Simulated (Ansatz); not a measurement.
# Abstraction of F: C3H6F2 + C2HF2Ge → C3H6F + C2HF3Ge

Gas-phase species: C3H6F2 (1,3-difluoropropane) `FCCCF`, singlet; C2HF2Ge `C#[C][Ge]([F])[F]`, doublet; C3H6F `[CH2]CCF`, doublet; C2HF3Ge `C#[C][Ge]([F])([F])[F]`, singlet. A radical takes F: the energy is the difference in strength between the C–F bond broken and the Ge–F bond made.

Shapes, held fixed at every level: PBE0-D4/def2-TZVP. Flexible molecules stand in one conformer, not always the lowest. Programs: Ansatz 0.2.0. Electronic energies: no zero-point or thermal term.

```tsv
level	kind	ΔE (kJ/mol)	less CCSD(T)/def2-TZVPP
MP2/def2-TZVPP	perturbation theory	-81.0	-0.2
r2SCAN-D4/def2-TZVPP	meta-GGA	-73.4	+7.4
B3LYP-D4/def2-TZVPP	global hybrid	-59.1	+21.7
wB97X-V/def2-TZVPP	range-separated hybrid	-66.6	+14.2
B2PLYP/def2-TZVPP	double hybrid	-69.6	+11.2
CCSD/def2-TZVPP	coupled cluster or CI	-84.7	-3.9
CCSD(T)/def2-TZVPP	coupled cluster or CI	-80.8	0.0
```

The highest level, CCSD(T)/def2-TZVPP, gives ΔE = -80.8 kJ/mol; the levels span -84.7 to -59.1. The column of differences is taken from that level and isn't an error. No measured value is set beside it here. Open shells run unrestricted. Relativity is left out for Ge. Outer-core shells of Ge are correlated, in sets that cover them unevenly.

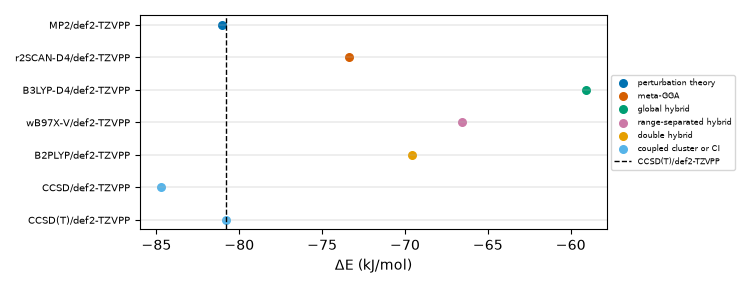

The values of the table, level by level.
